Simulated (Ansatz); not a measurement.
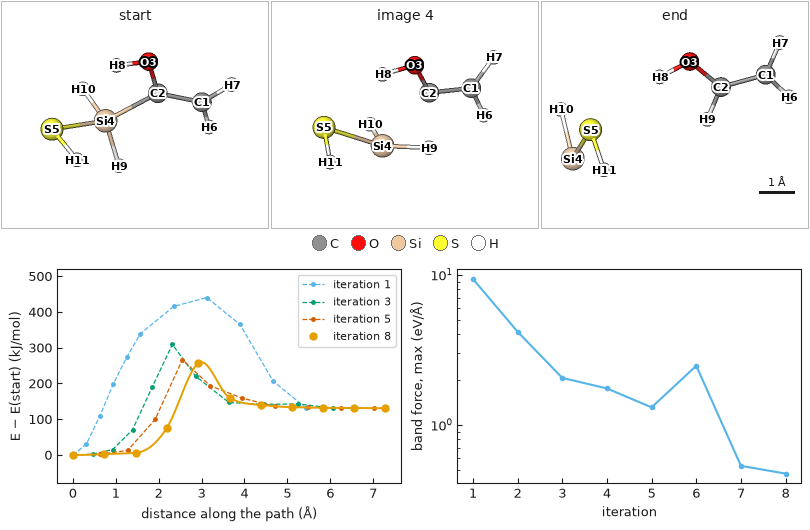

A search for the minimum-energy path of C2H6OSSi by the nudged elastic band. Images are numbered from 0 (start) to 10 (end). The plot follows the band through its iterations. The picture is a ball-and-stick view, seen from a free direction.

Method: Ansatz 0.2.0, RKS B3LYP/def2-SVP. Settings: 9 movable images; climbing image; force threshold 0.5 eV/Å; iteration limit 60; starting path through a guess of the saddle point.

Q: How did the profile develop, and is the result final?

A: The run is converged, with reservations. The band converged in 8 iterations. The largest component of the band force went from 9.4 to 0.47 eV/Å. The climbing image converged on the top of the path. Its curvatures weren't checked. The force threshold is loose. The first iteration put the highest image at 440.4 kJ/mol. Forward barrier 256.6 kJ/mol, backward barrier 125.7 kJ/mol, with image 4 at the top; the reaction energy is +130.9 kJ/mol.
